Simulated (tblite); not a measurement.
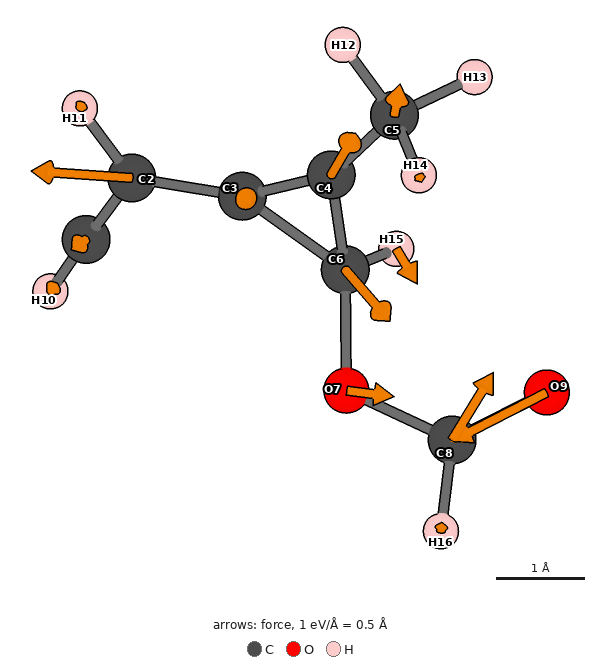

Starting geometry of C7H7O2 (multiplicity 2) with the computed forces as orange arrows. The picture is a ball-and-stick view, seen at a tilt.

The calculation used GFN2-xTB geometry optimisation, gas phase (tblite). 

What follows when this structure is relaxed?

Answer. It isn't relaxed: the largest force vector, on a C atom, is 2.55 eV/Å. The final displacements have little in common with the starting forces (cosine between the two patterns 0.23). An H atom moves most after the best rigid fit: 0.46 Å. Largest moves by element: H 0.46 Å, C 0.20 Å, O 0.08 Å. Among the contacts that change: C–C 1.372 → 1.440 Å, C–C 1.443 → 1.497 Å, C–O 1.227 → 1.196 Å, C–O 1.348 → 1.318 Å. Bond angles that change, for instance: C–C–H 178.5° → 138.7°, C–C–H 113.8° → 124.0°, C–C–H 114.9° → 122.4°. The energy falls by 10.8 kcal/mol in 58 geometry steps. Cost: 0.39 s on 1 thread of Arm Neoverse V1 (shared host).
